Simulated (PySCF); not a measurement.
```yaml
atoms:
  - { symbol: C, position_ang: [2.9441, 1.2539, 0.4978] }
  - { symbol: C, position_ang: [1.9500, 0.6827, -0.1230] }
  - { symbol: F, position_ang: [2.1603, 0.2737, -1.4649] }
  - { symbol: N, position_ang: [0.7370, 0.4452, 0.4052] }
  - { symbol: C, position_ang: [-0.2119, -0.1232, -0.2332] }
  - { symbol: C, position_ang: [-1.4785, -0.3430, 0.4127] }
  - { symbol: C, position_ang: [-2.5061, -0.9255, -0.2018] }
  - { symbol: H, position_ang: [3.9504, 1.5514, 0.3435] }
  - { symbol: H, position_ang: [-0.1145, -0.4632, -1.2693] }
  - { symbol: H, position_ang: [-1.5464, -0.0054, 1.4369] }
  - { symbol: H, position_ang: [-2.4341, -1.2606, -1.2242] }
  - { symbol: H, position_ang: [-3.4491, -1.0866, 0.2913] }
```

Geometry: GFN2-xTB.

Computed with UKS B3LYP, pcH-1 on C F H N, non-relativistic, mean-field spin-orbit, GIAO in PySCF 2.14.0, density-fitted response routines.

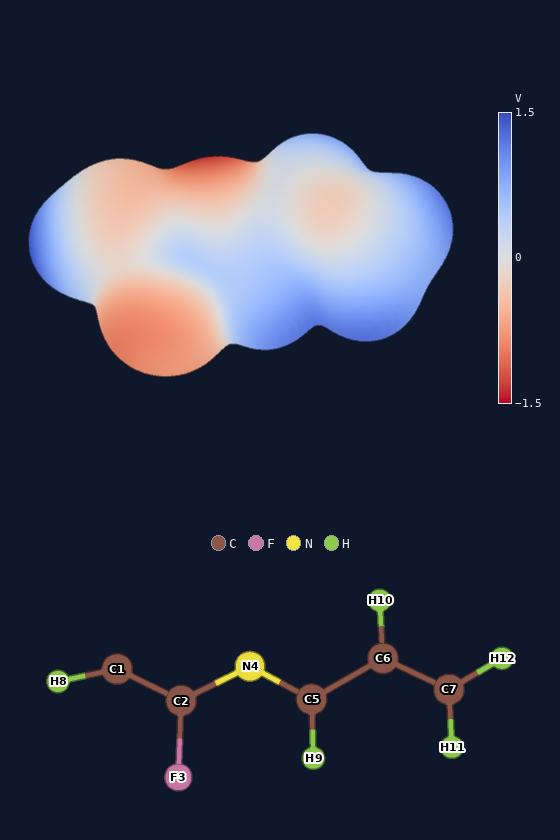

C5H5FN (SMILES [H]/[C]=C(F)/N=C/C=C) (doublet). The molecular electrostatic potential painted on the density surface at 0.002 e/bohr³, seen at a tilt; red is negative and blue positive. The bare structure is drawn below in the same view.

Which sites attract a positive test charge, and which a negative one?

Answer. A positive charge is drawn to the negative regions and a negative charge to the positive ones. The most negative region (about −1.4 V, or −32 kcal/mol for a unit charge) lies over N4, the most positive (about +1.5 V, or +35 kcal/mol for a unit charge) over H8. N4 is the likeliest acceptor of a hydrogen bond.
